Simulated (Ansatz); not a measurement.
# RPA@PBE/STO-3G run of [BCl2]+ (SMILES Cl[B+]Cl)

What is the energy change on altering one bond length of [BCl2]+ at RPA@PBE/STO-3G? 

The results are computed with Ansatz 0.2.0.

6 further runs of the same task are left out: 6 that didn't finish.

## (1) The system as given

The species is [BCl2]+ (3 atoms), meant as a singlet with charge +1. SMILES: `Cl[B+]Cl`. The coordinates come from a GFN2-xTB relaxation.

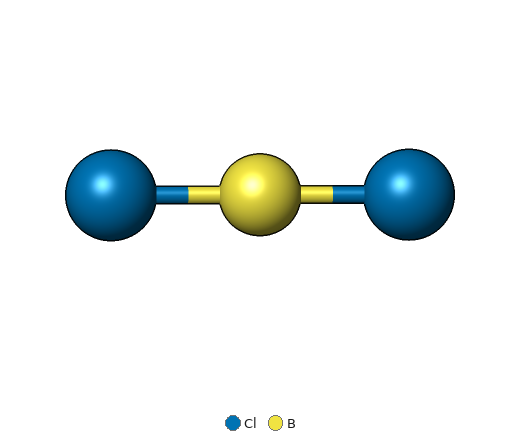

The structure, seen from a chosen angle (chlorine blue, boron yellow).

## (2) A single-point energy at RPA@PBE/STO-3G

Input file molecule.yaml:

```yaml
crystal:
  periodic: [false, false, false]
  atoms:
    - symbol: Cl
      position_ang: [-1.238380, 0.766480, -0.591300]
    - symbol: B
      position_ang: [0.000740, 0.001360, 0.000550]
    - symbol: Cl
      position_ang: [1.237640, -0.767840, 0.590740]
basis:
  gaussian: {orbitals: STO-3G}
total_charge: 1
hamiltonian: {xc: {name: PBE}}
correlation: {method: rpa, frozen_orbitals: {B: 1, Cl: 5}}
accuracy: high
```

The run is started by

```
$ ansatz run molecule.yaml --threads 1 --pin off --max-ram 2610MiB --events-out events.jsonl --progress --plain --runs-dir runs
```

The program printed:

```text
Warning: RAYON_NUM_THREADS=1 ignored (pool sized by the plan → 1); use --threads N
Functional definition: PBE
  name "PBE"
  parameter kappa = 0.804
  parameter beta = 0.06672455060314922
  exchange = pbe_x(kappa = kappa, mu = beta*pi^2/3)
  correlation = pbe_c(beta = beta)
399 factors; integrals over basis functions are off by at most 2.4e-8 eV
mean field evaluation 1: about -25418.7846 eV, gradient 2.3e1 eV
mean field evaluation 2: about -25418.7634 eV, gradient 2.3e1 eV
mean field evaluation 4: about -25420.8150 eV, gradient 1.2e0 eV
mean field evaluation 8: about -25420.8194 eV, gradient 1.3e-2 eV
mean field evaluation 16: about -25420.8194 eV, gradient 1.5e-8 eV
mean field -25420.81937116 eV, -934.1978810400 hartree, gradient 1.5e-8 eV, S^2 0.000000; 0 other end points of the search recorded, 0 dependent functions left out
11 core orbitals not correlated: weight in the atoms' cores, before any rotation towards them, 1.000 or more for the frozen orbitals, at most 0.000 for the correlated occupied ones
reference -25395.10170089 eV, -933.2527740894 hartree; 8, 8 occupied and 4, 4 virtual orbitals, 399 factors
Total energy: -25399.11128883 eV, -933.4001237285 hartree
```

Wall time 1.2 s (1 thread of Arm Neoverse V2, shared host); peak memory 0.096 GiB.

## (3) The distorted shape

Input file molecule.yaml:

```yaml
crystal:
  periodic: [false, false, false]
  atoms:
    - {symbol: Cl, position_ang: [-1.548182, 0.957774, -0.739273]}
    - {symbol: B, position_ang: [0.000740, 0.001360, 0.000550]}
    - {symbol: Cl, position_ang: [1.237640, -0.767840, 0.590740]}
basis:
  gaussian: {orbitals: STO-3G}
total_charge: 1
hamiltonian: {xc: pbe}
correlation: {method: rpa, frozen_orbitals: {B: 1, Cl: 5}}
accuracy: high
```

The run is started by

```
$ ansatz run molecule.yaml --threads 1 --pin off --max-ram 2610MiB --events-out events.jsonl --progress --plain --runs-dir runs
```

The program printed, cut to the lines that bear on the results:

```text
Warning: RAYON_NUM_THREADS=1 ignored (pool sized by the plan → 1); use --threads N
[... 2 set-up lines as earlier in the session ...]
[...]
392 factors; integrals over basis functions are off by at most 2.5e-8 eV
[...]
mean field -25419.98518287 eV, -934.1672251858 hartree, gradient 2.1e-8 eV, S^2 0.000000; 0 other end points of the search recorded, 0 dependent functions left out
11 core orbitals not correlated: weight in the atoms' cores, before any rotation towards them, 1.000 or more for the frozen orbitals, at most 0.000 for the correlated occupied ones
reference -25393.87205399 eV, -933.2075853993 hartree; 8, 8 occupied and 4, 4 virtual orbitals, 392 factors
Total energy: -25398.42377377 eV, -933.3748580159 hartree
```

Run time: 1.2 s. Hardware: 1 thread of Arm Neoverse V2, shared host; peak memory 0.095 GiB.

## (4) Results

Level: RPA@PBE/STO-3G, 11 core orbitals frozen.

| quantity | value |
| --- | --- |
| first shape: total energy | -933.40012 Eh |
| first shape: RPA correlation energy (valence) | -147.3 mEh |
| distorted shape: total energy | -933.37486 Eh |
| distorted shape: RPA correlation energy (valence) | -167.3 mEh |
| energy change with the Cl1–B2 bond stretched from 1.572 to 1.965 Å | 0.688 eV |

With the Cl1–B2 bond stretched from 1.572 to 1.965 Å the energy rises by 0.69 eV (15.9 kcal/mol). The first shape isn't relaxed at this level, so the change isn't measured from a minimum. The minimal basis adds a large error of its own.
